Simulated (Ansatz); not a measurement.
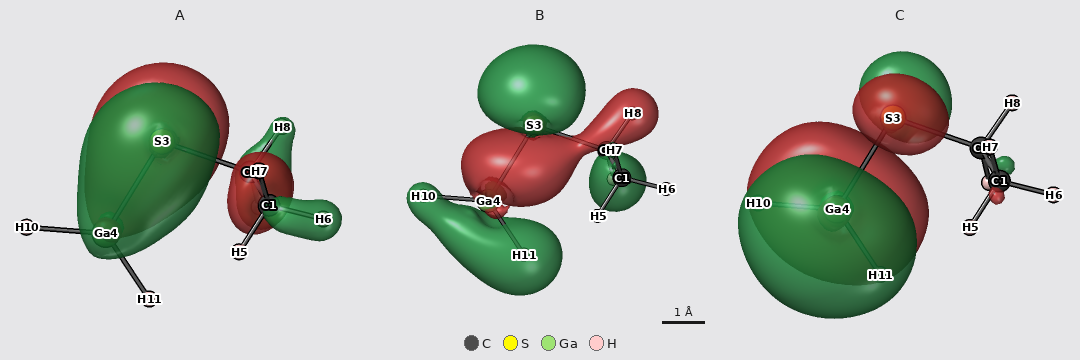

Figure 1: C2H7GaS. Three frontier orbitals at ±0.08 Å⁻³ᐟ² (green and red are the two phases), in no order.

Geometry: PBE0-D4/def2-TZVP.

Theory: RKS PBE0-D4/def2-TZVPP (Ansatz).

Input file:

```
crystal:
  periodic: [false, false, false]
  atoms:
    - {symbol: C, position_ang: [-0.746928, 1.227464, 0.530372]}
    - {symbol: C, position_ang: [-0.127665, -0.061602, 1.025744]}
    - {symbol: S, position_ang: [1.531827, -0.372576, 0.326670]}
    - {symbol: Ga, position_ang: [1.063757, -1.316403, -1.588037]}
    - {symbol: H, position_ang: [-0.934707, 1.182518, -0.544892]}
    - {symbol: H, position_ang: [-1.700887, 1.411098, 1.033526]}
    - {symbol: H, position_ang: [-0.088717, 2.077324, 0.720710]}
    - {symbol: H, position_ang: [0.020800, -0.030494, 2.107170]}
    - {symbol: H, position_ang: [-0.771294, -0.915805, 0.811056]}
    - {symbol: H, position_ang: [2.269237, -1.687918, -2.505153]}
    - {symbol: H, position_ang: [-0.450123, -1.570505, -1.896466]}
basis:
  gaussian: {orbitals: def2-TZVPP}
hamiltonian: {xc: pbe0, dispersion: d4}
output: {orbitals: {seedname: orbitals}}
```

Launched as:

```sh
ansatz run in.yaml --threads 4 --pin off --events-out ev --progress --plain --max-ram 10444MiB
```

Q: Which picture is the HOMO−1, the HOMO and the LUMO?

A: B is the HOMO−1 (−7.90 eV). By Hirshfeld shares it lies mainly on S3 (about 60 %), Ga4 (about 20 %), H11 (about 10 %) and C2 (about 5 %). A is the HOMO (−7.11 eV). It lies mainly on S3 (about 75 %) and Ga4 (about 15 %); largely a lone pair of S3. C is the LUMO (−1.37 eV). Its weight (Hirshfeld) is mainly on Ga4 (about 70 %) and S3 (about 15 %).

Q: What is the HOMO–LUMO gap?

A: 5.74 eV between the orbital energies.
